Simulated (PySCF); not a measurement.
# AlH3O3, SMILES `O[Al](O)O`: electronic structure

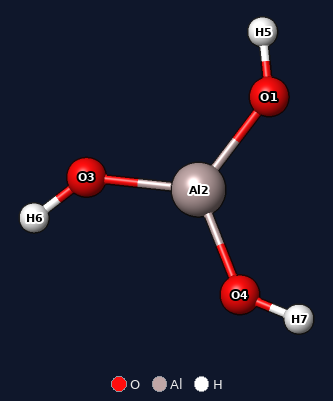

The molecule, with its atoms numbered as below. No frequency check shows the geometry to be a minimum.

Geometry (Å), atoms numbered from 1:

```
O1      -0.5710   -1.5580    0.0000
Al2     -0.0000    0.0000    0.0000
O3       1.6348    0.2845    0.0000
O4      -1.0637    1.2735    0.0000
H5      -0.1820   -2.4214    0.0000
H6       2.1880    1.0531    0.0000
H7      -2.0060    1.3683    0.0000
```

Part 1: Bonding charge

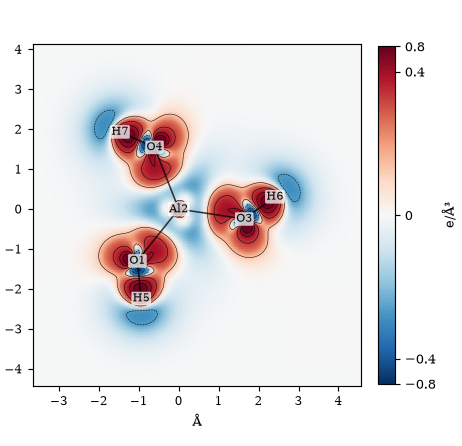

Deformation density (molecule less spherical, spin-averaged free atoms) in the molecular plane; colour scale in e/Å³, logarithmic beyond ±0.1; red: gain, blue: loss.

Level of theory: B3LYP/def2-SVPD (PySCF), at a geometry from GFN2-xTB.

**Describe the bonding that the map shows.**

O4–H7, O1–H5 and O3–H6: +0.81 e/Å³ at the bond critical point (bond length 0.95 Å). Al2–O4, O1–Al2 and Al2–O3: +0.04 e/Å³ at the bond critical point (bond length 1.66 Å); up to 0.6 Å beside the axis the gain reaches +0.32 e/Å³. In all, 1.8 electrons gather in the regions of gain relative to the promolecule. A small or negative value marks a very polar bond, one between electron-rich atoms, whose free-atom densities already overlap strongly, a long bond to a heavier atom, or a closed-shell contact such as a hydrogen bond.

**Where do the Hirshfeld charges lie?**

The highest Hirshfeld charge is on Al2 (+0.67 e), the lowest on O1, O3 and O4 (−0.38 e).

Part 2: Bond critical points

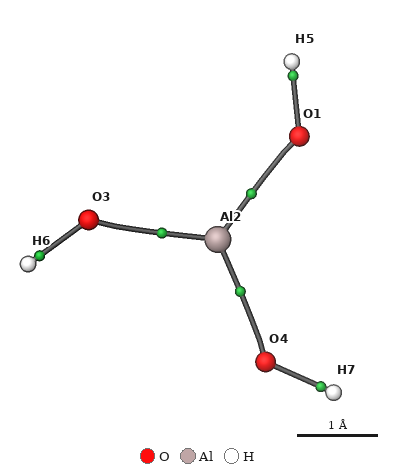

Molecular graph of the electron density (QTAIM): bond paths, bond critical points (green), ring points (magenta, if any); weak paths are dashed.

**How many critical points of each kind are there, and does the count close?**

7 nuclei, 6 bond, 0 ring and 0 cage critical points: 7 − 6 + 0 − 0 = 1, as the Poincaré–Hopf relation requires.

**What does the calculation give at each kind of bond critical point?**

| bond | length (Å) | ρ (a.u.) | ∇²ρ (a.u.) | ε | H (a.u.) |
| --- | --- | --- | --- | --- | --- |
| O4–H7 (3 alike) | 0.947 | 0.366 | −2.43 | 0.00 | −0.682 |
| Al2–O4 (3 alike) | 1.659 | 0.108 | +1.02 | 0.10 | +0.007 |

**What kind of interaction is O4–H7?**

Shared-shell (covalent): ρ = 0.366, ∇²ρ = −2.43, H = −0.682 a.u.

Part 3: Local ionisation energy

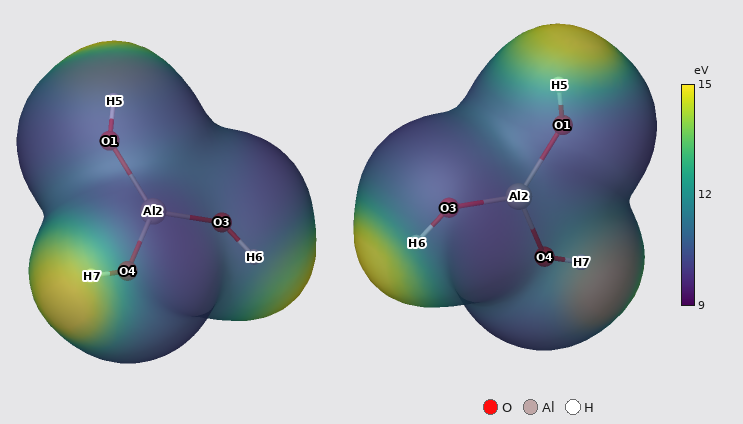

Average local ionisation energy on the surface of electron density 0.001 a.u. (back view left, front view right).

**Locate the minima of the map.**

The lowest value is 10.0 eV, off the molecular plane, over O1 (1.9 Å), and at like points elsewhere. For comparison, the highest occupied orbital lies at −8.9 eV.

**What volume does the surface enclose, and what is the dipole moment?**

About 84 Å³; the dipole moment is 0.0 D.

Part 4: In an electric field

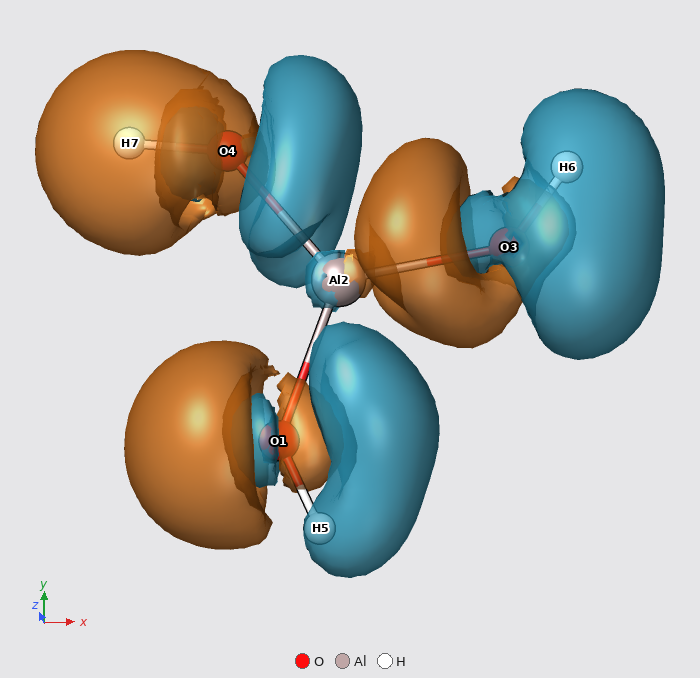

Change of the electron density in a uniform field of 0.21 V/Å, surfaces at ±0.001 e/Å³ (light blue: gain, orange: loss).

Method: B3LYP/def2-SVPD; geometry: GFN2-xTB; program: PySCF.

The field was applied in both directions; the picture shows the one opposite to the script's first.

**Along which Cartesian direction does the field point?**

Along −x: electrons gather on the +x side, against the field.

**How large is the response?**

The induced dipole is 0.37 D (along the field); α along this axis, from the fields in both directions, is 37 bohr³ (5.5 Å³).

The PySCF runs shown took 15 s and 30 s on 1 thread of Arm Neoverse N1, on a shared host.
